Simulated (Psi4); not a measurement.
# AlGeH4F (SMILES [F][AlH][GeH3]) at B3LYP/cc-pVTZ-DK (sfX2C, density fitting with def2-universal-jkfit, sweep point 2)

Aim: the energy change on altering one bond length of AlGeH4F at B3LYP/cc-pVTZ-DK (sfX2C, density fitting with def2-universal-jkfit, sweep point 2), from 2 runs. 

The results are computed with Psi4 1.11.

**1. Starting point**

AlGeH4F has 7 atoms, charge 0, and is taken as a singlet. As SMILES, `[F][AlH][GeH3]`. Geometry: relaxed at PBE0-D4/def2-TZVP.

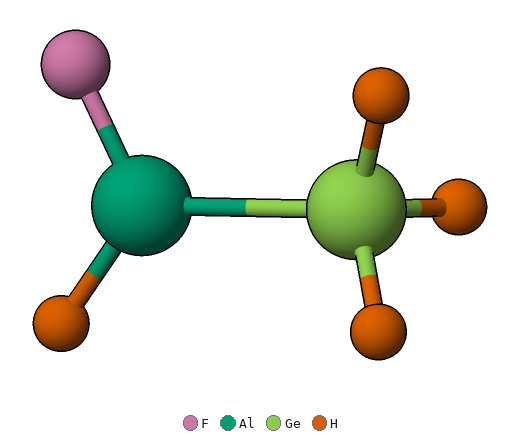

The structure, seen from a chosen angle (fluorine pink, aluminium teal, germanium green, hydrogen orange).

**2. A single-point energy at B3LYP/cc-pVTZ-DK (sfX2C, density fitting with def2-universal-jkfit, sweep point 2)**

alfgeh4.in reads:

```
memory 1600 MB

molecule {
  0 1
  F     -2.002000    -1.487800     0.716500
  Al    -0.491500    -1.327100     0.066600
  Ge     0.428200     0.960300    -0.065100
  H      0.204000    -2.659900    -0.422600
  H      0.095700     1.599200    -1.428000
  H     -0.136400     1.887000     1.024800
  H      1.963300     0.960200     0.062300
  symmetry c1
}

set basis cc-pVTZ-DK
set puream true
set scf_type df
set dft_radial_points 99
set dft_spherical_points 590
set df_basis_scf def2-universal-jkfit
set relativistic x2c

E, wfn = energy("b3lyp", return_wfn=True)
```

Started as:

```
psi4 -n 1 alfgeh4.in alfgeh4.out
```

alfgeh4.out:

```text
[...]
  Running in c1 symmetry.
[...]
  Nuclear repulsion =  223.950285871172156
[...]
  Multiplicity = 1
[...]
  Nalpha       = 29
  Nbeta        = 29
[...]
    Number of basis functions: 163
[...]
    WARNING: The X2C and Dirac Hamiltonians have substatially different eigenvalues!
             This is probably caused by the recontraction of the basis set.
[...]
   @DF-RKS iter   1: -2442.42020187827893   -1.92938e+00   1.54227e-02 ADIIS/DIIS
[...]
   @DF-RKS iter  10: -2444.21240392193522   -2.00444e-08   1.48600e-07 DIIS
[...]
    Orbital Energies [Eh]
    ---------------------
    Doubly Occupied:
       1A   -404.148423     2A    -56.188396     3A    -51.027914
       4A    -44.582330     5A    -44.582258     6A    -44.582183
       7A    -24.670852     8A     -6.416210     9A     -4.428740
      10A     -4.428584    11A     -4.428350    12A     -4.179596
      13A     -2.719081    14A     -2.713010    15A     -2.710814
      16A     -1.177669    17A     -1.177578    18A     -1.175716
      19A     -1.174750    20A     -1.174691    21A     -1.151828
      22A     -0.568309    23A     -0.469557    24A     -0.414609
      25A     -0.414199    26A     -0.371106    27A     -0.346951
      28A     -0.345289    29A     -0.280875
[...]
  @DF-RKS Final Energy: -2444.21240392193522
   => Energetics <=
    Nuclear Repulsion Energy =            223.9502858711721558
    One-Electron Energy =               -3849.0916686833443237
    Two-Electron Energy =                1270.3138744042887538
    DFT Exchange-Correlation Energy =     -89.3848955140513510
    Empirical Dispersion Energy =           0.0000000000000000
    VV10 Nonlocal Energy =                  0.0000000000000000
    Total Energy =                      -2444.2124039219347651
[...]
 Multipole Moments:
 ------------------------------------------------------------------------------------
     Multipole            Electronic (a.u.)      Nuclear  (a.u.)        Total (a.u.)
 ------------------------------------------------------------------------------------
 L = 1.  Multiply by 2.5417464519 to convert [e a0] to [Debye]
 Dipole X            :          1.1628415           -0.7343108            0.4285307
 Dipole Y            :          4.1597292           -4.1659168           -0.0061876
 Dipole Z            :          0.0749055           -0.2488381           -0.1739325
 Magnitude           :                                                    0.4625250
[...]
```

Run time: 27 s. Hardware: 1 thread of Intel Xeon Platinum 8488C (Sapphire Rapids), shared host; peak memory 1.4 GiB.

**3. The distorted shape**

calc.dat reads:

```
memory 1600 MB

molecule m {
  0 1
  F     -1.835742    -1.807266     1.397984
  Al    -0.325242    -1.646566     0.748084
  Ge     0.594458     0.640834     0.616384
  H      0.370258    -2.979366     0.258884
  H      0.095700     1.599200    -1.428000
  H      0.029858     1.567534     1.706284
  H      2.129558     0.640734     0.743784
  symmetry c1
}

set globals {
  basis cc-pVTZ-DK
  puream true
  scf_type df
  dft_radial_points 99
  dft_spherical_points 590
  df_basis_scf def2-universal-jkfit
  relativistic x2c
}

e_tot, wfn = energy('b3lyp', return_wfn=True)
```

Started as:

```
psi4 calc.dat calc.out -n 1
```

calc.out:

```text
[...]
  Running in c1 symmetry.
[...]
  Nuclear repulsion =  219.755795639883843
[...]
  Multiplicity = 1
[...]
  Nalpha       = 29
  Nbeta        = 29
[...]
    Number of basis functions: 163
[...]
    WARNING: The X2C and Dirac Hamiltonians have substatially different eigenvalues!
             This is probably caused by the recontraction of the basis set.
[...]
   @DF-RKS iter   1: -2442.09716551461497   -1.81841e+00   1.55571e-02 DIIS/ADIIS
[...]
   @DF-RKS iter  10: -2444.14515734787528   -5.23586e-07   3.10179e-07 DIIS
[...]
    Orbital Energies [Eh]
    ---------------------
    Doubly Occupied:
       1A   -404.174227     2A    -56.198962     3A    -51.051698
       4A    -44.607351     5A    -44.605722     6A    -44.605669
       7A    -24.677621     8A     -6.439036     9A     -4.453863
      10A     -4.450054    11A     -4.449673    12A     -4.189854
      13A     -2.729242    14A     -2.723283    15A     -2.721189
      16A     -1.199987    17A     -1.199346    18A     -1.198435
      19A     -1.196627    20A     -1.195465    21A     -1.158302
      22A     -0.563194    23A     -0.475603    24A     -0.420987
      25A     -0.420346    26A     -0.378702    27A     -0.357099
      28A     -0.304429    29A     -0.273850
[...]
  @DF-RKS Final Energy: -2444.14515734787528
   => Energetics <=
    Nuclear Repulsion Energy =            219.7557956398838428
    One-Electron Energy =               -3839.8876326155004790
    Two-Electron Energy =                1265.2850880905150461
    DFT Exchange-Correlation Energy =     -89.2984084627733949
    Empirical Dispersion Energy =           0.0000000000000000
    VV10 Nonlocal Energy =                  0.0000000000000000
    Total Energy =                      -2444.1451573478752834
[...]
 Multipole Moments:
 ------------------------------------------------------------------------------------
     Multipole            Electronic (a.u.)      Nuclear  (a.u.)        Total (a.u.)
 ------------------------------------------------------------------------------------
 L = 1.  Multiply by 2.5417464519 to convert [e a0] to [Debye]
 Dipole X            :          1.4178357           -0.9003060            0.5175296
 Dipole Y            :          3.5663704           -3.8469557           -0.2805852
 Dipole Z            :          1.1977237           -0.9292451            0.2684786
 Magnitude           :                                                    0.6470284
[...]
```

Wall time 26 s (1 thread of Intel Xeon Platinum 8488C (Sapphire Rapids), shared host); peak memory 1.4 GiB.

**4. Summary of results**

At B3LYP/cc-pVTZ-DK (sfX2C, density fitting with def2-universal-jkfit, sweep point 2):

| quantity | value |
| --- | --- |
| first shape: total energy | -2444.21240 Eh |
| first shape: dipole moment | 1.18 D |
| first shape: HOMO energy | -7.64 eV |
| first shape: LUMO energy | -1.91 eV |
| first shape: HOMO–LUMO gap | 5.73 eV |
| distorted shape: total energy | -2444.14516 Eh |
| distorted shape: dipole moment | 1.64 D |
| distorted shape: HOMO energy | -7.45 eV |
| distorted shape: LUMO energy | -2.85 eV |
| distorted shape: HOMO–LUMO gap | 4.60 eV |
| energy change with the Ge3–H5 bond stretched from 1.542 to 2.312 Å | 1.830 eV |

With the Ge3–H5 bond stretched from 1.542 to 2.312 Å the energy rises by 1.83 eV (42 kcal/mol). The first shape isn't relaxed at this level, so the change isn't measured from a minimum.
